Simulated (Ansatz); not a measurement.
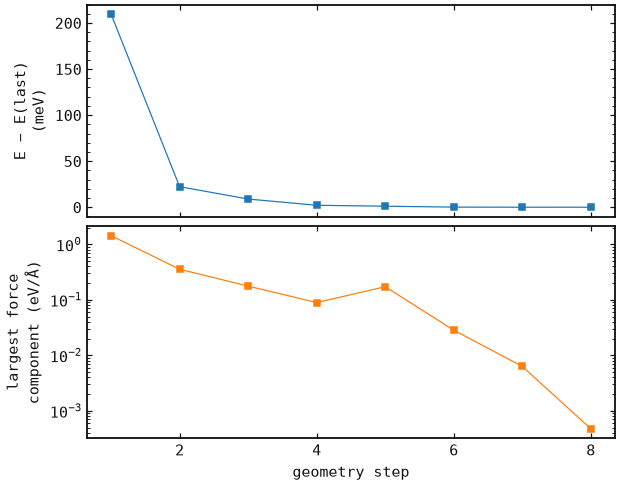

History of a geometry optimisation.

- system: AlH₄P
- method: RKS PBE0-D4/def2-TZVP (Ansatz 0.2.0)

> How did it end, and what did it gain?

The optimisation met its thresholds at geometry 8, counting the start as the first. The energy fell by about 210 meV from the first step to the last. The largest force component goes from about 1.4 eV/Å at the start to 5 × 10⁻⁴ eV/Å at the end.
